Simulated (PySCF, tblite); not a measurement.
# C6H10FSi+: a rotation path, then NMR shifts on frames, part 2 of 2

tblite 0.8.0 and PySCF 2.14.0. Atoms count from 0. The steps go on from the part before.

**5. Nuclear shieldings: image 5, PBE0/pcSseg-1**

The job: settings as JSON, then the geometry in Å.

```
{"job": {"kind": "nmr", "xc": "PBE0", "basis": "pcSseg-1", "pop": false}, "charge": 1, "multiplicity": 1}
C      3.398300     1.396000    -0.884200
C      2.131200     0.768100    -1.155400
C      1.084700     0.233100    -1.395300
C     -0.180600    -0.420300    -1.722100
Si    -1.283200    -0.451900    -0.181300
C     -1.657900     0.985600     0.971100
C     -2.031700    -2.156100     0.308500
F     -2.999500    -2.461600    -0.616800
H      3.935200     1.570500    -1.815000
H      4.001300     0.756700    -0.241800
H      3.238200     2.351500    -0.387300
H      0.024600    -1.441800    -2.077400
H     -0.642100     0.122700    -2.557700
H     -0.735500     1.481700     1.276100
H     -2.278900     1.745700     0.493500
H     -2.182000     0.655800     1.872200
H     -2.526400    -2.152500     1.286600
H     -1.304500    -2.976800     0.285200
```

Method: GIAO PBE0/pcSseg-1 NMR shielding, non-relativistic, gas phase.

Output:

```text
coarse grid: 15432 points
cycle   1  E = -622.9177066976  dE =  1.043e+00  |g| = 6.616e-01  |ddm| = 4.207e+00
cycle   2  E = -622.5433515485  dE =  3.744e-01  |g| = 1.258e+00  |ddm| = 1.981e+00
cycle   3  E = -623.0089226571  dE = -4.656e-01  |g| = 2.391e-01  |ddm| = 1.555e+00
cycle   4  E = -623.0251067062  dE = -1.618e-02  |g| = 7.989e-02  |ddm| = 3.673e-01
cycle   5  E = -623.0255637111  dE = -4.570e-04  |g| = 6.070e-02  |ddm| = 9.672e-02
cycle   6  E = -623.0264378846  dE = -8.742e-04  |g| = 1.352e-02  |ddm| = 5.188e-02
cycle   7  E = -623.0264815376  dE = -4.365e-05  |g| = 2.873e-03  |ddm| = 1.218e-02
cycle   8  E = -623.0264834602  dE = -1.923e-06  |g| = 9.431e-04  |ddm| = 3.503e-03
final grid: 144504 points
cycle   9  E = -623.0805843836  dE = -3.306e-05  |g| = 9.192e-03  |ddm| = 3.247e-02
cycle  10  E = -623.0805799051  dE =  4.479e-06  |g| = 1.065e-02  |ddm| = 1.539e-02
cycle  11  E = -623.0806046599  dE = -2.475e-05  |g| = 1.307e-03  |ddm| = 7.909e-03
cycle  12  E = -623.0806049251  dE = -2.653e-07  |g| = 2.146e-04  |ddm| = 1.049e-03
cycle  13  E = -623.0806049301  dE = -4.957e-09  |g| = 1.203e-04  |ddm| = 2.508e-04
cycle  14  E = -623.0806049332  dE = -3.147e-09  |g| = 5.039e-05  |ddm| = 1.239e-04
cycle  15  E = -623.0806049338  dE = -5.959e-10  |g| = 8.244e-06  |ddm| = 4.626e-05
converged SCF energy = -623.0806049338

GIAO shielding tensors (ppm)
atom      isotropic    diamagn.    paramagn.     s11        s22        s33       span
  0 C      181.635     255.798     -74.163    171.647    174.638    198.621     26.974
  1 C       77.643     268.383    -190.740    -19.668      0.054    252.544    272.212
  2 C      125.257     265.643    -140.386     40.227     70.505    265.039    224.812
  3 C      162.042     255.202     -93.160    138.211    162.884    185.032     46.822
  4 Si       6.405     880.937    -874.532   -230.241    -35.943    285.400    515.641
  5 C      172.222     259.011     -86.789    144.908    177.658    194.100     49.192
  6 C      100.590     250.225    -149.635     68.407     83.338    150.026     81.618
  7 F      465.864     467.925      -2.060    400.213    478.671    518.709    118.496
  8 H       29.171      24.900       4.271     24.052     26.994     36.466     12.415
  9 H       29.340      30.303      -0.963     24.259     27.520     36.242     11.982
 10 H       29.461      30.933      -1.472     24.241     27.781     36.360     12.119
 11 H       27.344      28.604      -1.259     22.075     26.709     33.249     11.174
 12 H       27.597      27.440       0.157     22.493     26.436     33.861     11.367
 13 H       29.064      33.441      -4.377     23.970     27.713     35.509     11.539
 14 H       29.335      28.652       0.683     25.040     26.322     36.641     11.601
 15 H       28.920      29.418      -0.498     24.809     26.886     35.065     10.256
 16 H       25.649      28.147      -2.498     22.235     25.239     29.473      7.237
 17 H       25.843      29.138      -3.295     23.466     25.090     28.974      5.508
```

Run time: 26 s. Hardware: 1 thread of Arm Neoverse V1, shared host; peak memory 0.87 GiB.

Key values: δ C1 109.3, C6 86.3, C2 61.7, C3 24.9, H16 6.07, H17 5.87 ppm.

**6. Shielding tensors: image 6, PBE0/pcSseg-1**

The job: settings as JSON, then the geometry in Å.

```
{"job": {"kind": "nmr", "xc": "PBE0", "basis": "pcSseg-1", "pop": false}, "charge": 1, "multiplicity": 1}
C      3.395600     1.379400    -0.909900
C      2.119300     0.766200    -1.171700
C      1.064300     0.243500    -1.402900
C     -0.210800    -0.394800    -1.722700
Si    -1.298600    -0.437300    -0.172500
C     -1.636100     0.980000     1.014900
C     -2.048800    -2.140900     0.306400
F     -2.643600    -2.666200    -0.813700
H      3.920300     1.564100    -1.845800
H      4.002900     0.725500    -0.286600
H      3.251300     2.328500    -0.396100
H     -0.021800    -1.414500    -2.092300
H     -0.678100     0.162400    -2.545800
H     -0.703600     1.461700     1.310900
H     -2.256900     1.754100     0.560700
H     -2.146600     0.640300     1.919700
H     -2.825700    -2.079700     1.077100
H     -1.292100    -2.866100     0.629100
```

Level: GIAO PBE0/pcSseg-1 NMR shielding, non-relativistic, gas phase.

Output:

```text
coarse grid: 15432 points
cycle   1  E = -622.9202908062  dE =  1.043e+00  |g| = 6.607e-01  |ddm| = 4.218e+00
cycle   2  E = -622.5408400971  dE =  3.795e-01  |g| = 1.261e+00  |ddm| = 2.010e+00
cycle   3  E = -623.0104071906  dE = -4.696e-01  |g| = 2.418e-01  |ddm| = 1.589e+00
cycle   4  E = -623.0270810628  dE = -1.667e-02  |g| = 7.766e-02  |ddm| = 3.618e-01
cycle   5  E = -623.0274677907  dE = -3.867e-04  |g| = 6.079e-02  |ddm| = 9.628e-02
cycle   6  E = -623.0283434757  dE = -8.757e-04  |g| = 1.358e-02  |ddm| = 5.204e-02
cycle   7  E = -623.0283879820  dE = -4.451e-05  |g| = 2.796e-03  |ddm| = 1.197e-02
cycle   8  E = -623.0283898177  dE = -1.836e-06  |g| = 9.370e-04  |ddm| = 3.313e-03
final grid: 144504 points
cycle   9  E = -623.0829128048  dE = -3.388e-05  |g| = 9.280e-03  |ddm| = 3.409e-02
cycle  10  E = -623.0829079326  dE =  4.872e-06  |g| = 1.084e-02  |ddm| = 1.520e-02
cycle  11  E = -623.0829333577  dE = -2.543e-05  |g| = 1.316e-03  |ddm| = 7.762e-03
cycle  12  E = -623.0829336266  dE = -2.689e-07  |g| = 2.092e-04  |ddm| = 1.044e-03
cycle  13  E = -623.0829336317  dE = -5.106e-09  |g| = 1.073e-04  |ddm| = 2.395e-04
cycle  14  E = -623.0829336341  dE = -2.355e-09  |g| = 5.194e-05  |ddm| = 1.190e-04
cycle  15  E = -623.0829336347  dE = -6.387e-10  |g| = 8.290e-06  |ddm| = 4.573e-05
converged SCF energy = -623.0829336347

GIAO shielding tensors (ppm)
atom      isotropic    diamagn.    paramagn.     s11        s22        s33       span
  0 C      181.659     255.835     -74.176    171.703    174.637    198.637     26.934
  1 C       78.060     268.433    -190.373    -19.176      0.362    252.993    272.169
  2 C      124.702     265.868    -141.165     40.186     68.651    265.270    225.083
  3 C      162.739     254.773     -92.034    137.134    164.019    187.064     49.930
  4 Si     -14.015     881.053    -895.068   -225.467   -108.613    292.036    517.503
  5 C      173.153     259.500     -86.347    144.761    180.910    193.787     49.025
  6 C       97.490     250.563    -153.073     67.559     79.357    145.553     77.994
  7 F      460.147     468.668      -8.521    393.137    467.273    520.030    126.892
  8 H       29.177      24.918       4.259     24.062     26.997     36.471     12.409
  9 H       29.340      30.316      -0.976     24.265     27.516     36.240     11.975
 10 H       29.468      30.975      -1.507     24.248     27.786     36.371     12.123
 11 H       27.222      28.450      -1.228     21.924     26.646     33.095     11.170
 12 H       27.684      27.389       0.295     22.518     26.466     34.066     11.548
 13 H       29.166      33.631      -4.465     24.021     27.793     35.684     11.663
 14 H       29.477      28.798       0.679     25.074     26.477     36.880     11.807
 15 H       29.026      29.638      -0.613     24.943     27.060     35.074     10.132
 16 H       25.585      27.513      -1.927     21.762     25.322     29.672      7.910
 17 H       25.760      29.235      -3.475     23.318     25.066     28.898      5.580
```

Wall time 26 s (1 thread of Arm Neoverse V1, shared host); peak memory 0.87 GiB.

This run: δ C1 108.9, C6 89.4, C2 62.2, C3 24.2, H16 6.13, H17 5.96 ppm.

**7. Shielding tensors: image 8, PBE0/pcSseg-1**

The job: settings as JSON, then the geometry in Å.

```
{"job": {"kind": "nmr", "xc": "PBE0", "basis": "pcSseg-1", "pop": false}, "charge": 1, "multiplicity": 1}
C      3.442600     1.372600    -1.010700
C      2.143600     0.783600    -1.202300
C      1.068200     0.283400    -1.381200
C     -0.213000    -0.362600    -1.652100
Si    -1.308200    -0.412700    -0.110900
C     -1.626200     0.944000     1.149400
C     -2.149100    -2.104200     0.224400
F     -1.892200    -2.916700    -0.851500
H      3.948600     1.460000    -1.970800
H      4.041800     0.746900    -0.351000
H      3.345400     2.364600    -0.572700
H     -0.028000    -1.387700    -2.009200
H     -0.703700     0.173100    -2.475200
H     -0.745700     1.572300     1.285600
H     -2.435500     1.602000     0.829600
H     -1.905500     0.539700     2.125200
H     -3.237900    -2.037700     0.322200
H     -1.754000    -2.614400     1.110000
```

Method: GIAO PBE0/pcSseg-1 NMR shielding, non-relativistic, gas phase.

Output:

```text
coarse grid: 15432 points
cycle   1  E = -622.9230090561  dE =  1.050e+00  |g| = 6.605e-01  |ddm| = 4.224e+00
cycle   2  E = -622.4308435274  dE =  4.922e-01  |g| = 1.354e+00  |ddm| = 2.115e+00
cycle   3  E = -623.0089162121  dE = -5.781e-01  |g| = 2.667e-01  |ddm| = 1.779e+00
cycle   4  E = -623.0294912618  dE = -2.058e-02  |g| = 7.121e-02  |ddm| = 4.017e-01
cycle   5  E = -623.0298801216  dE = -3.889e-04  |g| = 5.567e-02  |ddm| = 1.015e-01
cycle   6  E = -623.0305684706  dE = -6.883e-04  |g| = 1.801e-02  |ddm| = 5.165e-02
cycle   7  E = -623.0306487731  dE = -8.030e-05  |g| = 3.014e-03  |ddm| = 1.488e-02
cycle   8  E = -623.0306510530  dE = -2.280e-06  |g| = 1.036e-03  |ddm| = 3.708e-03
final grid: 144504 points
cycle   9  E = -623.0850671626  dE = -3.567e-05  |g| = 9.367e-03  |ddm| = 3.560e-02
cycle  10  E = -623.0850619308  dE =  5.232e-06  |g| = 1.104e-02  |ddm| = 1.491e-02
cycle  11  E = -623.0850878284  dE = -2.590e-05  |g| = 1.330e-03  |ddm| = 7.557e-03
cycle  12  E = -623.0850881090  dE = -2.806e-07  |g| = 2.216e-04  |ddm| = 1.087e-03
cycle  13  E = -623.0850881141  dE = -5.141e-09  |g| = 1.357e-04  |ddm| = 2.654e-04
cycle  14  E = -623.0850881183  dE = -4.162e-09  |g| = 4.808e-05  |ddm| = 1.314e-04
cycle  15  E = -623.0850881188  dE = -5.496e-10  |g| = 7.571e-06  |ddm| = 4.666e-05
converged SCF energy = -623.0850881188

GIAO shielding tensors (ppm)
atom      isotropic    diamagn.    paramagn.     s11        s22        s33       span
  0 C      182.075     255.593     -73.518    172.659    174.617    198.950     26.292
  1 C       81.747     268.596    -186.848    -14.997      0.911    259.329    274.326
  2 C      125.563     265.227    -139.664     41.320     66.535    268.833    227.513
  3 C      163.769     255.272     -91.503    133.445    167.966    189.897     56.452
  4 Si     -54.645     881.277    -935.922   -242.954   -200.289    279.307    522.260
  5 C      174.437     259.806     -85.369    140.943    189.199    193.168     52.225
  6 C       94.389     250.886    -156.497     69.418     73.934    139.817     70.399
  7 F      453.970     470.759     -16.789    400.265    471.491    490.153     89.888
  8 H       29.213      25.021       4.192     24.062     27.124     36.452     12.390
  9 H       29.374      30.412      -1.038     24.278     27.569     36.275     11.997
 10 H       29.481      30.479      -0.998     24.279     27.686     36.478     12.199
 11 H       26.748      28.524      -1.776     21.236     26.255     32.754     11.518
 12 H       27.933      27.555       0.378     22.494     26.769     34.535     12.040
 13 H       28.915      33.456      -4.541     24.010     27.546     35.190     11.180
 14 H       29.801      28.278       1.522     25.483     26.251     37.668     12.185
 15 H       29.133      29.798      -0.666     25.172     27.029     35.196     10.024
 16 H       25.714      26.164      -0.450     21.801     25.558     29.783      7.982
 17 H       25.645      28.683      -3.037     22.100     25.380     29.455      7.355
```

Wall time 25 s (1 thread of Arm Neoverse V1, shared host); peak memory 0.88 GiB.

Key values: δ C1 105.2, C6 92.5, C2 61.4, C3 23.2, H17 6.07, H16 6.00 ppm.

**8. Run by run: NMR shifts**

Shifts (ppm) of some atoms, chosen among heavy atoms and hydrogens apart, with basis size and wall time:

| frame | C1 | C6 | C5 | H11 | H15 | Si4 | F7 | functions | time |
| --- | --- | --- | --- | --- | --- | --- | --- | --- | --- |
| image 0 | 106.2 | 92.2 | 10.0 | 4.04 | 3.51 | 391.3 | -286.6 | 193 | 26 s |
| image 2 | 107.8 | 87.5 | 11.9 | 4.14 | 3.14 | 362.5 | -291.1 | 193 | 26 s |
| image 5 | 109.3 | 86.3 | 14.7 | 4.37 | 2.80 | 342.8 | -294.9 | 193 | 26 s |
| image 6 | 108.9 | 89.4 | 13.8 | 4.50 | 2.69 | 363.2 | -289.2 | 193 | 26 s |
| image 8 | 105.2 | 92.5 | 12.5 | 4.97 | 2.58 | 403.8 | -283.0 | 193 | 25 s |

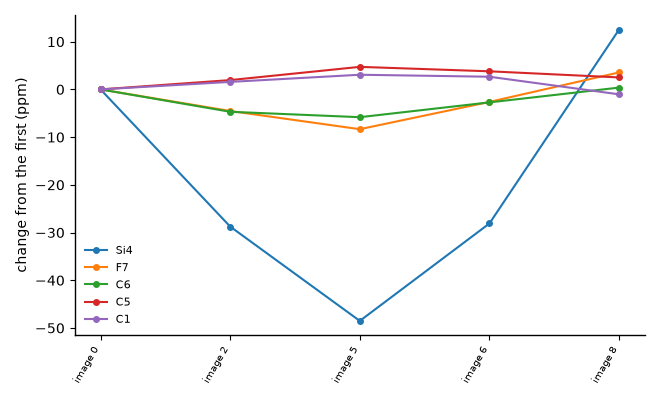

How five of the tabulated atoms move from run to run.

**9. Results**

This closing draws on all 2 parts.

| quantity | value |
| --- | --- |
| barrier | 0.061 eV (1.4 kcal/mol) at image 5 |
| end to end (GFN2-xTB) | 0.011 eV |
| 13C shifts against TMS (PBE0/pcSseg-1, image 0) | 106.2, 92.2, 60.7, 22.9, 10.0, 4.9 ppm |
| 1H shifts against TMS (PBE0/pcSseg-1, image 0) | 6.01, 5.99, 4.04, 3.67, 3.51, 2.65, 2.50, 2.34, 2.25, 2.00 ppm |
| 29Si shifts against TMS (PBE0/pcSseg-1, image 0) | 391.3 ppm |
| 19F shifts against CFCl3 (PBE0/pcSseg-1, image 0) | -286.6 ppm |
| range of the shift of Si4 | 342.8 to 403.8 ppm |

What this shows: Along the band the dihedral turns by 174°, and the top (dihedral 288°) lies 1.4 kcal/mol above the start (GFN2-xTB, rough), so at room temperature this motion is fast. Ends this close can change order at a higher level. The top was not checked by a frequency run. Shifts at one fixed geometry are not the observed spectrum, which averages over the motion. In the first frame run (image 0): The largest span, 551 ppm, is at Si4, where the paramagnetic term is -924 ppm. In ppm, Si4 moves most: its shift spreads over 61.1 ppm, from 342.8 (image 5) to 403.8 (image 8).
